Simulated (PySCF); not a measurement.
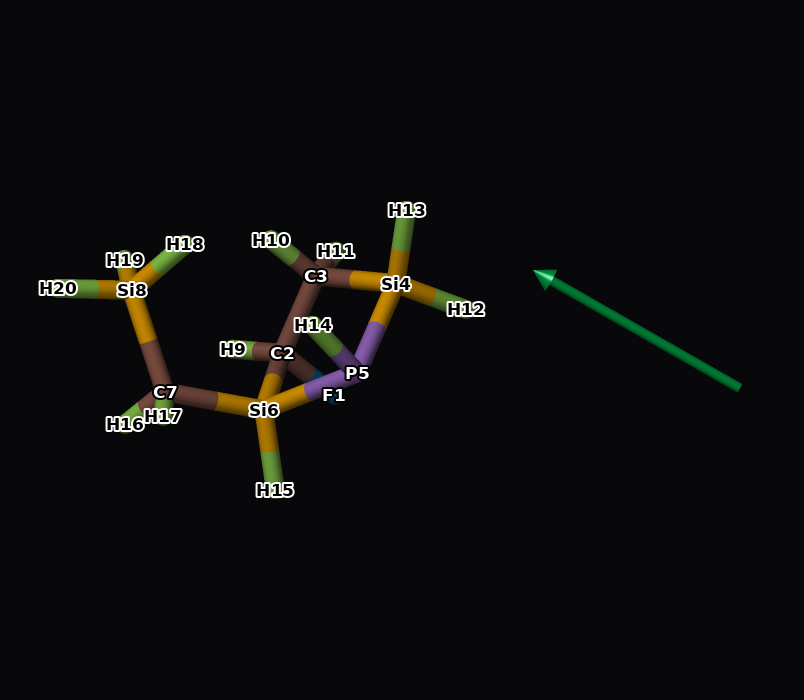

The arrow beside the molecule shows the direction of the dipole moment, from the negative to the positive end (its length means nothing). The computed structure is the end point of a GFN2-xTB optimisation. No frequency run is at hand to confirm it as a minimum. Properties computed with PBE0/pcSseg-1, gas phase (PySCF 2.14.0).

Question: Estimate the dipole moment.

Answer: 2.83 D; it points from the side of H12 to the side of H20 (the outermost atoms at the two ends).

The geometry is semi-empirical. Around P, Si such bond lengths and angles can be off by a tenth of an ångström or more and by several degrees, and values that hang on the shape move with them.
